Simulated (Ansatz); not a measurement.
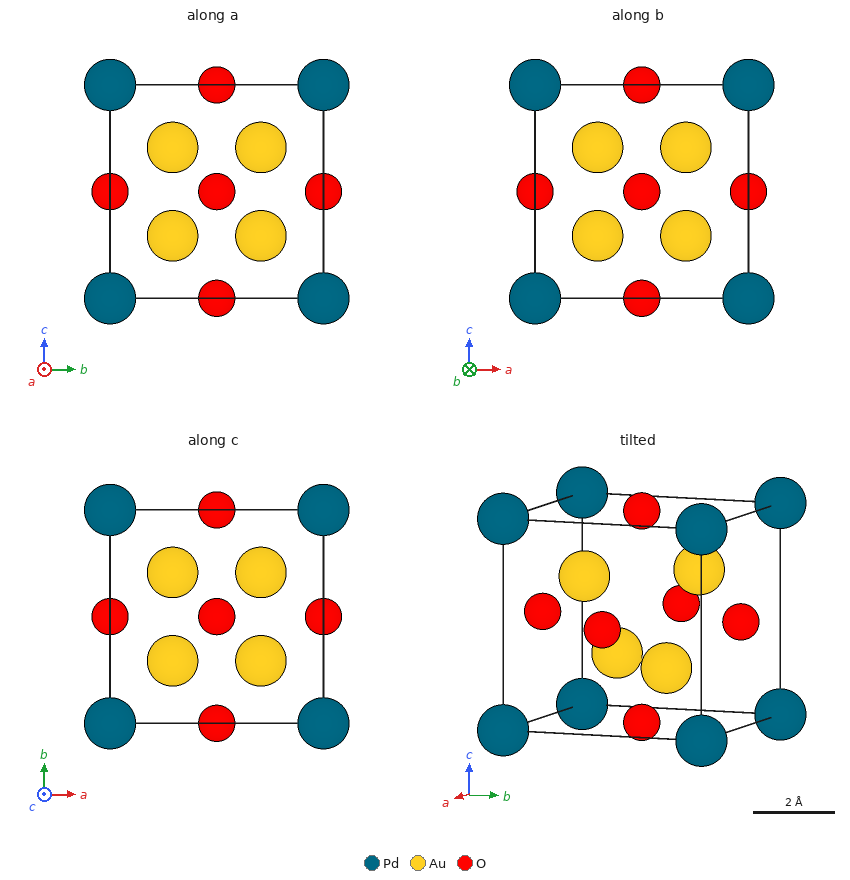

View along the a axis, along the b axis, along the c axis and slightly off an axis, drawn as a spheres-only model. One conventional unit cell is framed, with atoms on its boundary repeated.

Lattice parameters: a = 5.3296 Å, b = 5.3296 Å, c = 5.3296 Å, α = 90.000°, β = 90.000°, γ = 90.000°.

Question: Give the structure in the form of a CIF in P1 with every atom of the cell, with free fractional coordinates to two decimals.

Answer:
```cif
data_structure
_symmetry_space_group_name_H-M 'P 1'
_symmetry_Int_Tables_number 1
_cell_length_a 5.3296
_cell_length_b 5.3296
_cell_length_c 5.3296
_cell_angle_alpha 90.000
_cell_angle_beta 90.000
_cell_angle_gamma 90.000
_cell_volume 151.39
loop_
_atom_site_label
_atom_site_type_symbol
_atom_site_fract_x
_atom_site_fract_y
_atom_site_fract_z
_atom_site_occupancy
Pd1 Pd 0.00 0.00 0.00 1
Au1 Au 0.71 0.71 0.29 1
Au2 Au 0.71 0.29 0.71 1
Au3 Au 0.29 0.71 0.71 1
Au4 Au 0.29 0.29 0.29 1
O1 O 0.50 0.50 0.00 1
O2 O 0.50 0.00 0.50 1
O3 O 0.00 0.50 0.50 1
```

Provenance: a structure type filled with these elements by a generator (whether the compound takes this form wasn't checked). Earlier steps of the study may have refined or changed the cell and positions. It was the input of a calculation with Ansatz.
